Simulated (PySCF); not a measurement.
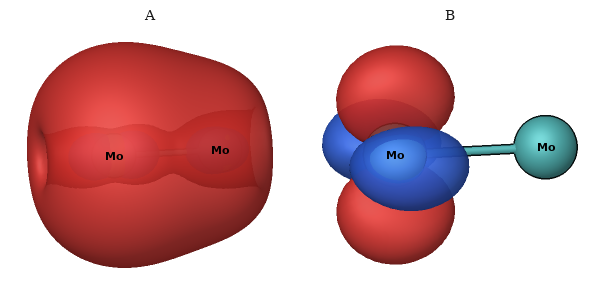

Mo2 (triplet). Two frontier α-spin orbitals, each drawn at the value that holds 80 % of its norm (red and blue are the two phases), in no order; of a degenerate pair one member is drawn.

Core potentials replace the inner electrons of Mo.

Method: PBE0/def2-TZVPP, non-relativistic Hamiltonian with scalar-relativistic core potentials where named, at a bond length of 2.379 Å (PySCF).

### Label each orbital by symmetry, say whether it is occupied, and order them by energy.

Orbital B: δ, occupied in this spin, −6.18 eV; shared between the atoms (Mo 95 %, Mo 5 %).
Orbital A: σ, occupied in this spin, −5.97 eV; shared between the atoms (Mo 70 %, Mo 30 %).
